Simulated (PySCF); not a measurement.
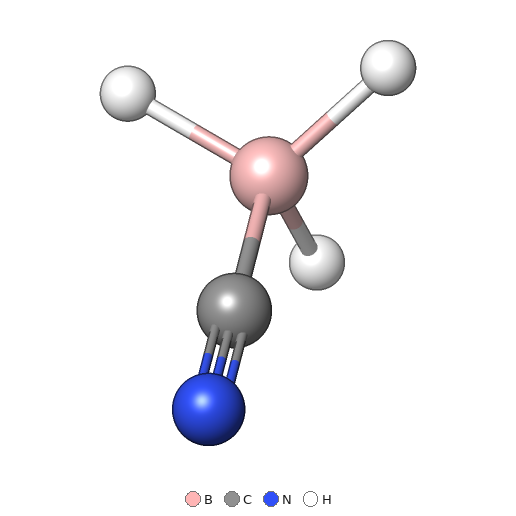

Rendered structure (ball-and-stick style). Multiple sticks mark multiple bonds (one Kekulé form).

Charge −1, singlet.

What is the molecular formula?

CH3BN(-), 6 atoms: 1 carbon, 3 hydrogen, 1 boron and 1 nitrogen.

Give the symmetry (Schoenflies symbol).

C3v.

How many sets of symmetry-equivalent atoms are there?

4: 1 B, 1 C, 1 N, 3 H.

Write the SMILES.

[BH3-]C#N

The parts below concern this one geometry. Atoms keep their numbers from picture to picture. The geometry was computed by an optimisation with PBE0-D3(BJ)/def2-SVP. No frequency run is at hand to confirm it as a minimum.

## Shape

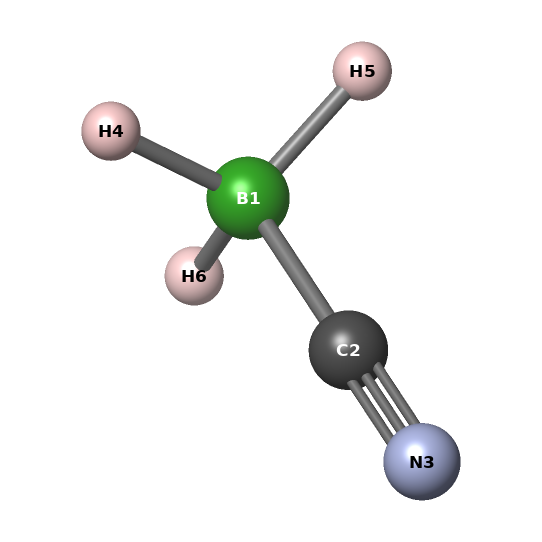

Atoms carry their numbers in the input. No frequency run is at hand to confirm it as a minimum.

What are the angles C2–B1–H4, H4–B1–H5, B1–C2–N3?

```csv
angle,degrees
C2–B1–H4,109.0
H4–B1–H5,109.8
B1–C2–N3,179.9
```

## Spin–spin coupling

No frequency run is at hand to confirm it as a minimum. Properties computed with B3LYP/pcJ-1 indirect spin-spin coupling, non-relativistic, gas phase (PySCF 2.14.0). Isotopes: 11B, 13C, 1H, 15N.

Give the spin–spin coupling constants of these pairs, with the number of bonds between them: B1/C2, B1/H6, C2/H6, H4/H5, H5/H6, N3/H4.

| pair | bonds apart | J (Hz) |
| --- | --- | --- |
| B1, C2 | 1 | 62.2 |
| B1, H6 | 1 | 95.6 |
| C2, H6 | 2 | −6.8 |
| H4, H5 | 2 | −14.7 |
| H5, H6 | 2 | −14.7 |
| N3, H4 | 3 | −1.6 |

## Bond orders

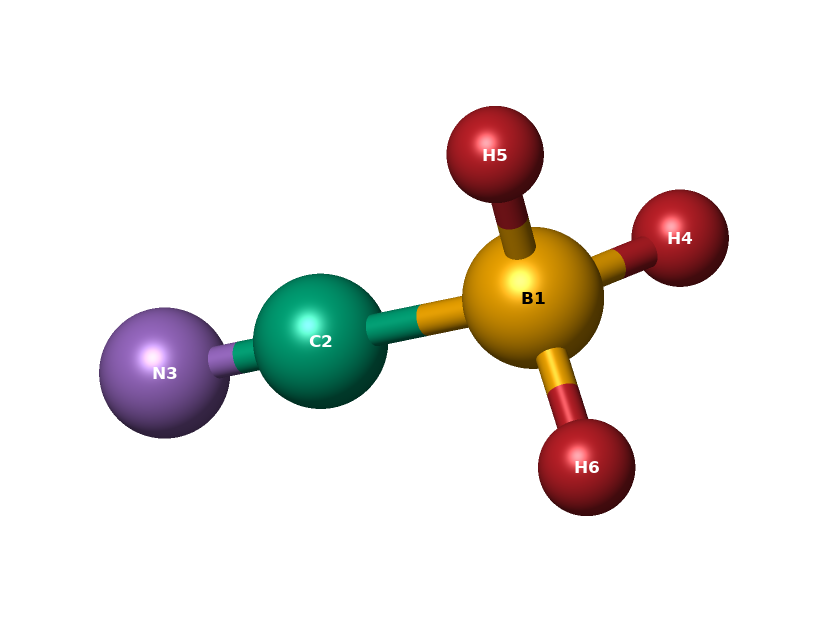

Every bond is drawn as one stick. No frequency run is at hand to confirm it as a minimum. Computed with PBE0/pcSseg-1 (PySCF 2.14.0).

Which bond has the highest Mayer bond order?

C2–N3, 2.97, at a length of 1.167 Å.

List the Mayer bond orders of B1–C2, B1–H4, C2–N3 (one bond of each equivalent set).

```tsv
bond	Mayer order	length (Å)
B1–C2	0.91	1.588
B1–H4	0.94	1.240
C2–N3	2.97	1.167
```

## Quadrupole coupling

No frequency run is at hand to confirm it as a minimum. Electric field gradients from the ground-state density, B3LYP/pcJ-1 (PySCF 2.14.0), non-relativistic apart from any core potentials.

Give the largest field-gradient component, the quadrupole coupling constant and the asymmetry for 11B at B1 (Q = 40.59 mb), 14N at N3 (Q = 20.44 mb), 2H at H4 (Q = 2.86 mb).

```
atom  V_zz (a.u.)  e²qQ/h (MHz)     η
  B1        0.076         0.727  0.00
  N3       −0.869         −4.17  0.00
  H4        0.186         0.125  0.04
```

## Levels of theory compared

No frequency run is at hand to confirm it as a minimum. Program: PySCF 2.14.0.

Compare HOMO energy (eV) at these levels: B3LYP/pcJ-1; HF/pcSseg-2; PBE0/pcSseg-1; ωB97X-D/def2-SVPD.

```csv
level,HOMO energy (eV)
B3LYP/pcJ-1,−2.50
HF/pcSseg-2,−5.94
PBE0/pcSseg-1,−2.69
ωB97X-D/def2-SVPD,−4.71
```
